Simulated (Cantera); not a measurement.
A closed system holds: 1 mol AlCl₃, 11 mol NH₃, 22 mol N₂, equilibrated at 39.0 Pa.

Method: chemical equilibrium by Gibbs-energy minimisation in Cantera with the NASA 1993 tables (ideal gas, pure condensed phases). Candidate condensed phases: Al, AlCl₃, AlN, NH₄Cl; 20 gas species. The tables' values for AlCl₂ are old estimates; treat these amounts as uncertain. Kinetics and transport are ignored.

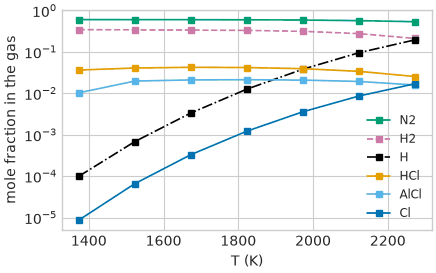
Figure: Equilibrium gas composition (values under 1e-9 drawn at 1e-9)

At 1373 K the condensed part is AlN(s). From 1523 K to 2273 K nothing is condensed. The main Al-bearing gas is AlCl throughout.
